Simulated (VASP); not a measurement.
Band structure of MnO$_{2}$ (rutile). These are PW91 GGA, VASP's PBE PAW potentials (set 64) (plane waves; VASP) values and carry that method's errors.

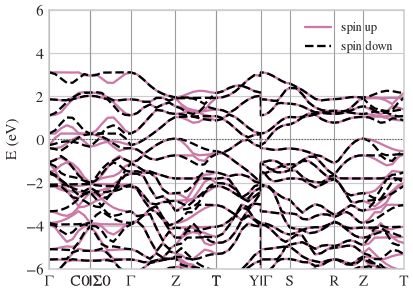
Figure. Bands along high-symmetry lines, zero at the valence-band maximum or, without a gap, the Fermi level

**Question.** Read the plot: is there a gap, and where are the band edges?

**Answer.** It has no gap at this level: it comes out as a metal or semimetal. (Edges off the drawn lines would not show.)

The compound is MnO2 in the rutile structure. It was relaxed first.
